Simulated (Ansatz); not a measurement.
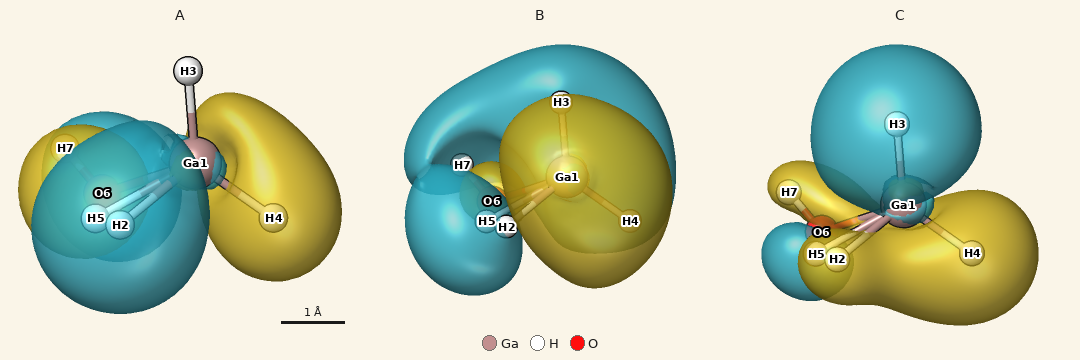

GaH₅O. Three frontier orbitals at ±0.06 Å⁻³ᐟ² (yellow and cyan are the two phases), in no order.

A transition-state structure; geometry: PBE0-D4/def2-TZVP.

Computed with RKS PBE0-D4/def2-TZVPP in Ansatz 0.2.0.

The calculation's input:

```
crystal:
  periodic: [false, false, false]
  atoms:
    - {symbol: Ga, position_ang: [-0.556450, 0.338785, -0.474662]}
    - {symbol: H, position_ang: [0.573580, -1.060288, -0.822983]}
    - {symbol: H, position_ang: [0.112710, 1.631279, -1.034645]}
    - {symbol: H, position_ang: [-2.018624, -0.173760, -0.585707]}
    - {symbol: H, position_ang: [0.666912, -0.874565, 0.149709]}
    - {symbol: O, position_ang: [0.271677, -0.228447, 1.218136]}
    - {symbol: H, position_ang: [0.950195, 0.366795, 1.550152]}
basis:
  gaussian: {orbitals: def2-TZVPP}
hamiltonian: {xc: pbe0, dispersion: d4}
output: {orbitals: {seedname: orbitals}}
```

Launched as:

```sh
ansatz run in.yaml --threads 2 --pin off --events-out ev --progress --plain --max-ram 4352MiB
```

Q: Order the three orbitals by energy and name them.

A: C is the HOMO−1 (−8.74 eV). Its weight (Hirshfeld) is mainly on H3 (about 35 %), Ga1 (about 35 %), H4 (about 15 %) and O6 (about 10 %). A is the HOMO (−8.10 eV). Its weight (Hirshfeld) is mainly on O6 (about 40 %), H2 (about 25 %), Ga1 (about 15 %), H4 (about 10 %) and H5 (about 5 %). B is the LUMO (−0.75 eV). By Hirshfeld shares it lies mainly on Ga1 (about 60 %), O6 (about 10 %), H5 (about 5 %), H7 (about 5 %) and H2 (about 5 %).

Q: What is the HOMO–LUMO gap?

A: 7.35 eV between the orbital energies.
